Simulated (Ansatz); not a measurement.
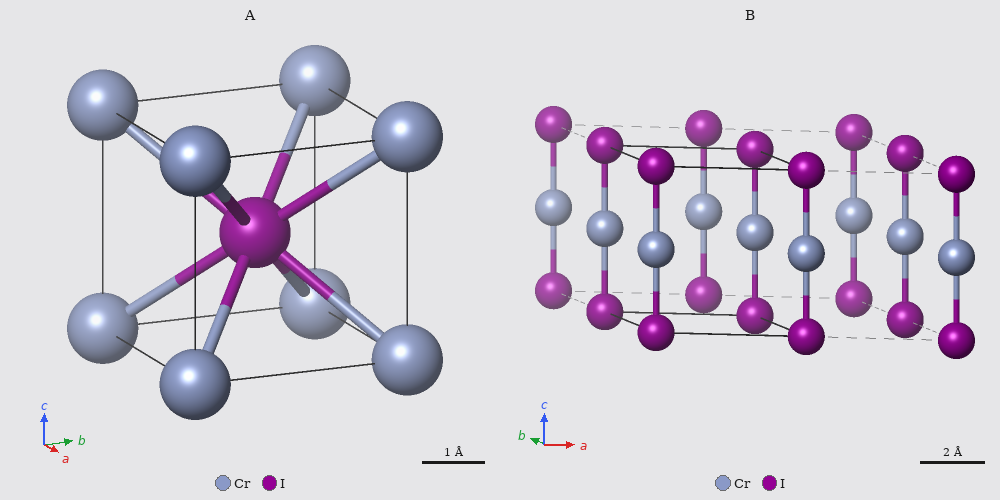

Two structures of CrI, each relaxed to rest (conventional cells in solid outline, small ones repeated, not to one scale). Method: DFT PBE, scalar-relativistic, plane waves, PAW (Ansatz 0.2.0), with collinear spins.

> Which structures are these?

A: caesium chloride (CsCl, B2) type, Pm-3m. B: 2 atoms a cell on a primitive hexagonal lattice, P6/mmm.

> Which structure is more stable?

A is lower, by 92 meV/atom at this level of theory (energies at zero smearing). Volumes: A 27.0, B 52.3 Å³/atom.

One or both may be structure types tried for this composition rather than known phases.
